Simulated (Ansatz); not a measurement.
## Electronic structure of H7OSi2···NH4 in real space

```xyz
15

Si   -0.3591   -0.1020   -1.1733
H     0.3744   -1.0514   -0.0603
H    -1.2281    0.8987   -1.9697
H    -0.4132   -1.2443   -2.1419
Si    1.6921    1.0385   -1.3110
H    -1.2297   -0.3291    1.4292
O    -1.5679    0.0965    0.1344
H     0.1207   -1.1802    1.4312
N    -0.5724   -0.8690    2.1649
H     1.8568    1.8496   -0.0580
H     2.8493    0.0919   -1.3206
H     1.8730    1.9976   -2.4428
H    -2.2415    0.7232   -0.1462
H    -0.1368   -0.2599    2.8482
H    -1.0175   -1.6602    2.6156
```

A transition-state structure; geometry: PBE0-D4/def2-TZVP.

These are results of RKS PBE0-D4/def2-TZVPP in Ansatz, not measurements.

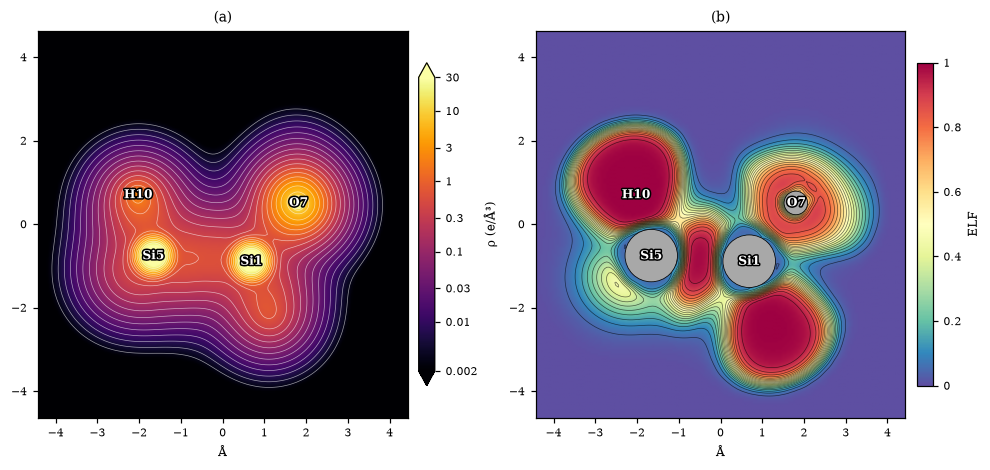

Figure 1. (a) electron density; (b) ELF on the plane of atoms Si1, Si5 and H10. Grey discs cover the atomic cores in the ELF map.

Describe what can be read from this map.

Answer. Atoms in the plane: Si, O and H. Si–O (1.79 Å): ρ at the midpoint is about 0.85 e/Å³; the ELF peaks at about 0.90 between the atoms; a shared but strongly polarised pair. Si–Si (2.35 Å): ρ at the midpoint is about 0.63 e/Å³; the ELF peaks at about 1 between the atoms; localised, covalent bonding. Si–H (1.50 Å): the density is about 0.76 e/Å³ at the midpoint; the ELF climbs to about 1 towards the hydrogen, as it does in any bond to H. The ELF also peaks beside O7, away from the bonds: lone-pair regions.

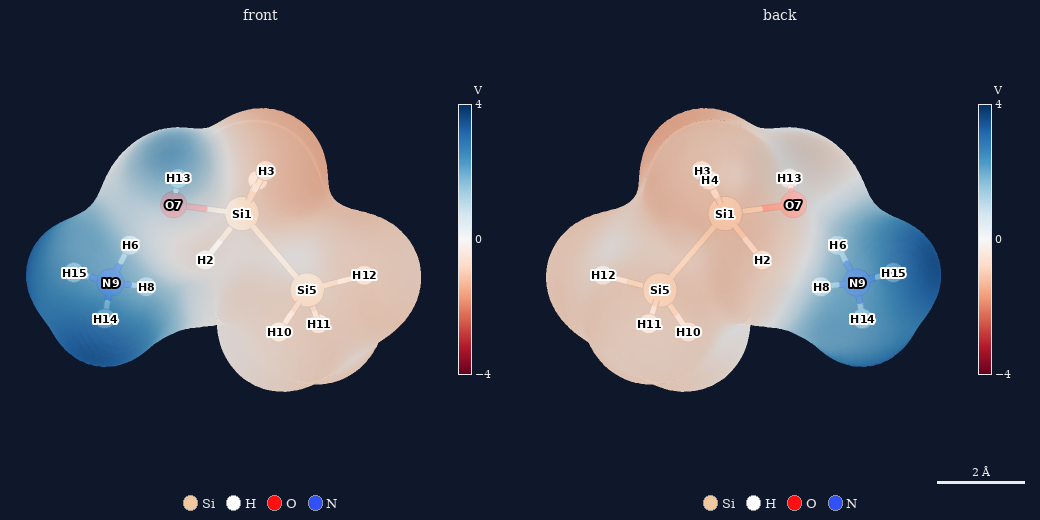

Figure 2. The electrostatic potential painted on the density surface at 0.002 e/bohr³, seen from the front and from behind; red is negative and blue positive.

Where is the surface potential most negative and most positive?

Answer. The most negative region (about −1.4 V) lies over H3, the most positive (about +3.4 V) over H14 and H15.

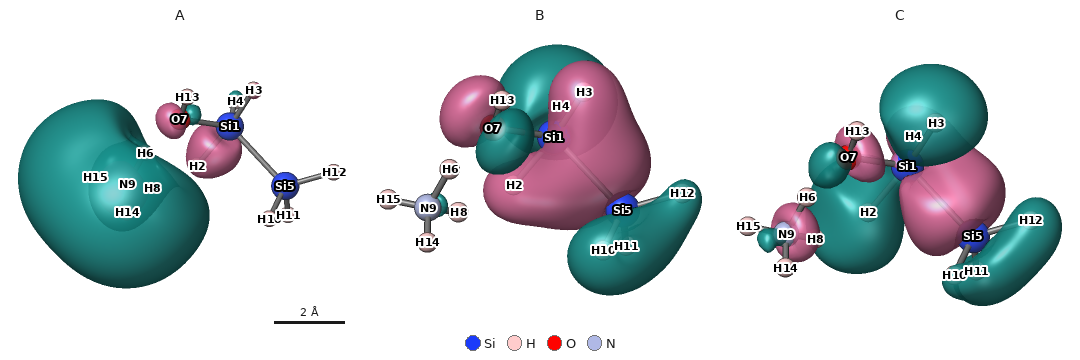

Figure 3. Three frontier orbitals at ±0.06 Å⁻³ᐟ² (teal and pink are the two phases), in no order.

Which picture is the HOMO−1, the HOMO and the LUMO?

Answer. B is the HOMO−1 (−7.45 eV). It lies mainly on Si1 (about 30 %), H4 (about 25 %), Si5 (about 20 %) and O7 (about 10 %). C is the HOMO (−5.57 eV). Its weight (Hirshfeld) is mainly on Si1 (about 25 %), Si5 (about 20 %), H3 (about 15 %) and H2 (about 15 %). A is the LUMO (−0.26 eV). By Hirshfeld shares it lies mainly on H15 (about 30 %), H14 (about 30 %), N9 (about 20 %) and H8 (about 5 %).

What is the HOMO–LUMO gap?

Answer. 5.31 eV between the orbital energies.
